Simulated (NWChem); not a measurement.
**One shape, several levels: C2H6ClSi2 (SMILES [SiH2]/C=C/[SiH2]Cl)**

Wanted: a comparison of 3 runs (UHF/STO-3G, UHF/3-21G, UB3LYP/6-31G*) of C2H6ClSi2. 

Program for the calculation: NWChem 7.3.0.

### 1 The structure to begin with

C2H6ClSi2: 11 atoms, total charge 0, spin state doublet. SMILES: `[SiH2]/C=C/[SiH2]Cl`. The coordinates come from a PBE0-D4/def2-TZVP relaxation. This is one conformer, not always the lowest.

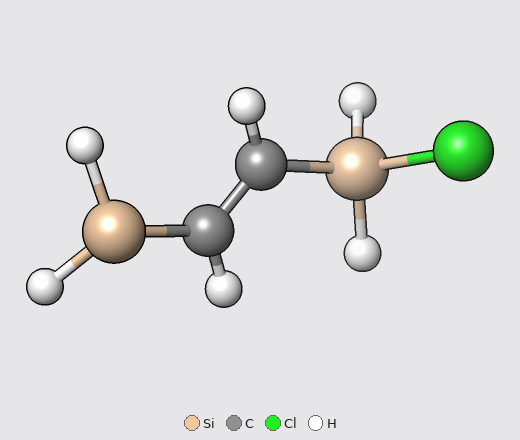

Viewed from a chosen angle; silicon light orange, carbon grey, chlorine green, hydrogen white.

### 2 Energy and gradient at UHF/STO-3G (run 1)

Input file m1.nw:

```
start m1
memory stack 880 mb heap 220 mb global 1100 mb
charge 0

geometry units angstrom noautosym nocenter noautoz
  Si    -0.551800     1.527700     1.960600
  C     -0.587800     0.448600     0.476400
  C      0.489800    -0.176600    -0.037600
  Si     0.374300    -1.301000    -1.500700
  Cl     0.975400    -3.204800    -0.987000
  H      0.811900     2.025500     2.275100
  H     -1.578300     2.600400     1.950800
  H     -1.562100     0.253900     0.025500
  H      1.466300    -0.003800     0.415600
  H      1.263700    -0.864800    -2.604300
  H     -1.036100    -1.362000    -1.953900
end

basis spherical bse
  Si library STO-3G
  C library STO-3G
  Cl library STO-3G
  H library STO-3G
end

scf
  doublet
  uhf
  thresh 1e-08
  maxiter 80
  print low
end

task scf gradient
```

The run is started by

```console
$ nwchem m1.nw > m1.out
```

Output:

```text
[...]
  functions       =    43
[...]
  wavefunction    = UHF
[...]
         Total SCF energy =  -1104.080084629011
      One electron energy =  -2127.160298237379
      Two electron energy =    724.545630833554
 Nuclear repulsion energy =    298.534582774814
                       Sz =      0.5000
                 Sz(Sz+1) =      0.7500
                      S^2 =      1.0683
[...]
                         UHF ENERGY GRADIENTS
    atom               coordinates                        gradient
                 x          y          z           x          y          z
   1 Si     -1.042751   2.886934   3.704997   -0.003155  -0.018565  -0.011563
   2 C      -1.110781   0.847731   0.900265    0.020561  -0.023643  -0.014384
   3 C       0.925588  -0.333726  -0.071054   -0.020831   0.014092   0.009346
   4 Si      0.707324  -2.458534  -2.835912    0.013376  -0.026637   0.033519
   5 Cl      1.843239  -6.056194  -1.865160   -0.003974   0.015311  -0.003788
   6 H       1.534269   3.827640   4.299316    0.029189   0.007066   0.011396
   7 H      -2.982555   4.914043   3.686477   -0.023887   0.020403   0.004084
   8 H      -2.951941   0.479801   0.048188   -0.005066  -0.000436  -0.002141
   9 H       2.770905  -0.007181   0.785370    0.005222   0.001713   0.003725
  10 H       2.388047  -1.634235  -4.921413    0.018623   0.009696  -0.022105
  11 H      -1.957945  -2.573807  -3.692336   -0.030059   0.001001  -0.008089
[...]
```

It took 17 s on 1 thread of Intel Xeon Platinum 8259CL at 2.50GHz (Skylake/Cascade Lake), shared host; peak memory 0.098 GiB.

### 3 Energy and forces at UHF/3-21G (run 2)

Input file c2h6clsi2.nw:

```
start c2h6clsi2
title "C2H6ClSi2"
memory total 2200 mb

geometry units angstrom noautosym nocenter noautoz
  Si   -0.551800    1.527700    1.960600
  C    -0.587800    0.448600    0.476400
  C     0.489800   -0.176600   -0.037600
  Si    0.374300   -1.301000   -1.500700
  Cl    0.975400   -3.204800   -0.987000
  H     0.811900    2.025500    2.275100
  H    -1.578300    2.600400    1.950800
  H    -1.562100    0.253900    0.025500
  H     1.466300   -0.003800    0.415600
  H     1.263700   -0.864800   -2.604300
  H    -1.036100   -1.362000   -1.953900
end

basis spherical bse
  * library 3-21G
end

scf
  doublet
  uhf
  thresh 1e-08
  maxiter 80
end

task scf gradient
```

The run is started by

```console
$ nwchem c2h6clsi2.nw > c2h6clsi2.out
```

Output:

```text
[...]
  functions       =    69
[...]
  wavefunction    = UHF
[...]
         Total SCF energy =  -1110.872980359336
      One electron energy =  -2130.283171079678
      Two electron energy =    720.875607945528
 Nuclear repulsion energy =    298.534582774814
                       Sz =      0.5000
                 Sz(Sz+1) =      0.7500
                      S^2 =      0.9339
[...]
                         UHF ENERGY GRADIENTS
    atom               coordinates                        gradient
                 x          y          z           x          y          z
   1 Si     -1.042751   2.886934   3.704997    0.000451  -0.011060  -0.014250
   2 C      -1.110781   0.847731   0.900265    0.014974   0.006247   0.011692
   3 C       0.925588  -0.333726  -0.071054   -0.014542  -0.005674  -0.010176
   4 Si      0.707324  -2.458534  -2.835912    0.012568  -0.033785   0.024678
   5 Cl      1.843239  -6.056194  -1.865160   -0.012873   0.042857  -0.010634
   6 H       1.534269   3.827640   4.299316    0.000265  -0.000178   0.000072
   7 H      -2.982555   4.914043   3.686477   -0.000143   0.000193  -0.000276
   8 H      -2.951941   0.479801   0.048188   -0.006970  -0.001995  -0.003652
   9 H       2.770905  -0.007181   0.785370    0.007019   0.001938   0.003985
  10 H       2.388047  -1.634235  -4.921413    0.001020   0.000855  -0.000927
  11 H      -1.957945  -2.573807  -3.692336   -0.001769   0.000602  -0.000511
[...]
```

Wall time 17 s (1 thread of Intel Xeon Platinum 8259CL at 2.50GHz (Skylake/Cascade Lake), shared host); peak memory 0.1 GiB.

### 4 Energy and forces at UB3LYP/6-31G(d) (Cartesian functions) (run 3)

Input file run.py:

```python
from ase import Atoms
from ase.calculators.nwchem import NWChem

molecule = Atoms(['Si', 'C', 'C', 'Si', 'Cl', 'H', 'H', 'H', 'H', 'H', 'H'], positions=[
    [-0.551800, 1.527700, 1.960600],
    [-0.587800, 0.448600, 0.476400],
    [0.489800, -0.176600, -0.037600],
    [0.374300, -1.301000, -1.500700],
    [0.975400, -3.204800, -0.987000],
    [0.811900, 2.025500, 2.275100],
    [-1.578300, 2.600400, 1.950800],
    [-1.562100, 0.253900, 0.025500],
    [1.466300, -0.003800, 0.415600],
    [1.263700, -0.864800, -2.604300],
    [-1.036100, -1.362000, -1.953900],
])

calc = NWChem(
    label='a',
    theory='dft',
    memory='2200 mb',
    basis='6-31G*',
    dft={'xc': 'b3lyp', 'mult': '2', 'grid': 'fine', 'convergence': 'energy 1e-08', 'iterations': '100', 'mulliken': None},
)
molecule.calc = calc

forces = molecule.get_forces()
print(f"energy = {molecule.get_potential_energy():.6f} eV")
print("forces (eV/A):")
for s, f in zip(molecule.symbols, forces):
    print(f"{s:2s} {f[0]:10.5f} {f[1]:10.5f} {f[2]:10.5f}")
```

The run is started by

```console
$ export ASE_NWCHEM_COMMAND="nwchem PREFIX.nwi > PREFIX.nwo"
$ python run.py
```

Output:

```text
energy = -30449.119741 eV
forces (eV/A):
Si   -0.05677    0.09194    0.24693
C    -0.35877    0.17345    0.08413
C     0.34900   -0.14882   -0.13863
Si   -0.08598    0.28200   -0.24657
Cl    0.14486   -0.49627    0.09760
H     0.03281    0.04037    0.00201
H    -0.01532    0.05163   -0.00190
H    -0.06849   -0.01028   -0.01414
H     0.07235    0.00329    0.02653
H    -0.00201    0.00427   -0.03533
H    -0.01172    0.00848   -0.02052
```

The calculator wrote a.nwi:

```
title "a"

permanent_dir a

scratch_dir a

start a

geometry units angstrom nocenter noautosym noautoz
  Si -5.5179999999999996e-01 1.5277000000000001e+00 1.9605999999999999e+00
  C  -5.8779999999999999e-01 4.4860000000000000e-01 4.7639999999999999e-01
  C  4.8980000000000001e-01 -1.7660000000000001e-01 -3.7600000000000001e-02
  Si 3.7430000000000002e-01 -1.3009999999999999e+00 -1.5006999999999999e+00
  Cl 9.7540000000000004e-01 -3.2048000000000001e+00 -9.8699999999999999e-01
  H  8.1189999999999996e-01 2.0255000000000001e+00 2.2751000000000001e+00
  H  -1.5783000000000000e+00 2.6004000000000000e+00 1.9508000000000001e+00
  H  -1.5621000000000000e+00 2.5390000000000001e-01 2.5499999999999998e-02
  H  1.4662999999999999e+00 -3.8000000000000000e-03 4.1560000000000002e-01
  H  1.2637000000000000e+00 -8.6480000000000001e-01 -2.6042999999999998e+00
  H  -1.0361000000000000e+00 -1.3620000000000001e+00 -1.9539000000000000e+00
end

memory 2200 mb

basis noprint
   * library 6-31G*
end

dft
  xc b3lyp
  mult 2
  grid fine
  convergence energy 1e-08
  iterations 100
  mulliken
end

task dft gradient
```

a.nwo:

```text
Northwest Computational Chemistry Package (NWChem) 7.3.0
             --------------------------------------------------------

           Job information
           ---------------

    nwchem branch   = 7.3.0
    use scalapack   = T
    input           = a.nwi
    prefix          = a.
    data base       = a/a.db
    status          = startup
    nproc           =        1

           Memory information
           ------------------

    heap     =     72089598 doubles =      550.0 Mbytes
    stack    =     72089595 doubles =      550.0 Mbytes
    global   =    144179200 doubles =     1100.0 Mbytes (distinct from heap & stack)
    total    =    288358393 doubles =     2200.0 Mbytes
    verify   = yes
    hardfail = no

[... 126 lines left out ...]
          Convergence on energy requested:  1.00D-08
[... 27 lines left out ...]
          Convergence Information
[... 30 lines left out ...]
 1-e energy   =   -2134.670589
[... 54 lines left out ...]
      One electron energy =    -2138.159519408208
[... 8 lines left out ...]
                    DFT Final Alpha Molecular Orbital Analysis
[... 1524 lines left out ...]
          Convergence on gradient requested:  5.00D-04
[... 28 lines left out ...]
          total energy or number of iterations.
[... 26 lines left out ...]
                         DFT ENERGY GRADIENTS

    atom               coordinates                        gradient
                 x          y          z           x          y          z
   1 Si     -1.042751   2.886934   3.704997    0.001104  -0.001788  -0.004802
   2 C      -1.110781   0.847731   0.900265    0.006977  -0.003373  -0.001636
   3 C       0.925588  -0.333726  -0.071054   -0.006787   0.002894   0.002696
[... 7 lines of this table left out ...]
  11 H      -1.957945  -2.573807  -3.692336    0.000228  -0.000165   0.000399

                 ----------------------------------------
                 |  Time  |  1-e(secs)   |  2-e(secs)   |
                 ----------------------------------------
                 |  CPU   |       0.02   |       8.44   |
                 ----------------------------------------
                 |  WALL  |       0.02   |       8.44   |
                 ----------------------------------------

 Task  times  cpu:       86.6s     wall:       86.6s
 Total times  cpu:       86.7s     wall:       86.7s
```

Wall time 88 s (1 thread of Intel Xeon Platinum 8259CL at 2.50GHz (Skylake/Cascade Lake), shared host); peak memory 0.13 GiB.

### 5 All runs side by side

```csv
run,level,Cartesian functions,iteration cap,energy (Eh),⟨S²⟩,largest force (eV/Å),wall time
1,UHF/STO-3G,no,80,-1104.080085,1.068,2.307,17 s
2,UHF/3-21G,no,80,-1110.872980,0.934,2.365,17 s
3,UB3LYP/6-31G* (Cartesian functions),yes,100,-1118.984520,0.761,0.526,88 s
```

### 6 Summary of results

```
                                 quantity           value
                      run 3: total energy  -1118.98452 Eh
                     run 3: dipole moment          2.09 D
run 3: HOMO energy (highest over α and β)        -5.66 eV
 run 3: LUMO energy (lowest over α and β)        -3.01 eV
                              run 3: ⟨S²⟩           0.761
          run 3: largest force on an atom      0.526 eV/Å
```

What this shows: In run 1 the basis is minimal, so the values are rough. Spin contamination of the reference: run 1 ⟨S²⟩ = 1.07, run 2 ⟨S²⟩ = 0.93. All runs together took 2 min, the longest 88 s.
